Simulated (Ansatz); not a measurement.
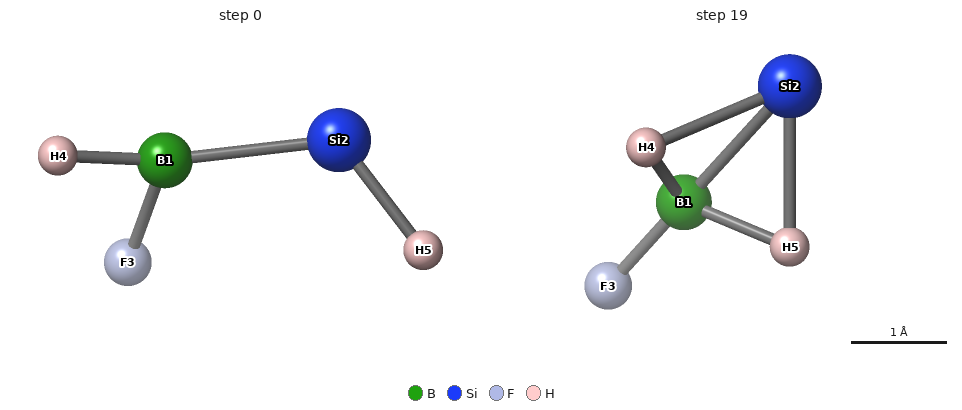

The structure of BSiH₂F before (left) and after (right) a relaxation, at one scale.

A ball-and-stick model, seen at a tilt.

It is one of the separated reactants of a reaction.

The calculation used RKS PBE-D4/def2-SVP (Ansatz). (force threshold 0.03 eV/Å; at most 250 steps)

Question: Summarise the run.

Answer: The largest moves after the best rigid fit, 1.21 Å, are those of H4 and H5. By element the largest moves are H 1.21 Å, B 0.76 Å, Si 0.71 Å, F 0.30 Å. Some distances before and after: B1–H5 2.899 → 1.421 Å, Si2–H4 2.976 → 1.692 Å, B1–H4 1.181 → 1.421 Å, Si2–H5 1.477 → 1.692 Å. Among the angles between lasting bonds that change: Si2–B1–H4 157.8° → 60.5°, B1–Si2–H5 120.9° → 47.0°, Si2–B1–F3 112.7° → 179.3°. The energy falls by 54.7 kcal/mol in 19 geometry steps. The largest force component goes from 4.7 to 0.016 eV/Å. Cost: 5.5 s on 2 threads of AMD EPYC 9R45 96-Core, on a shared host.
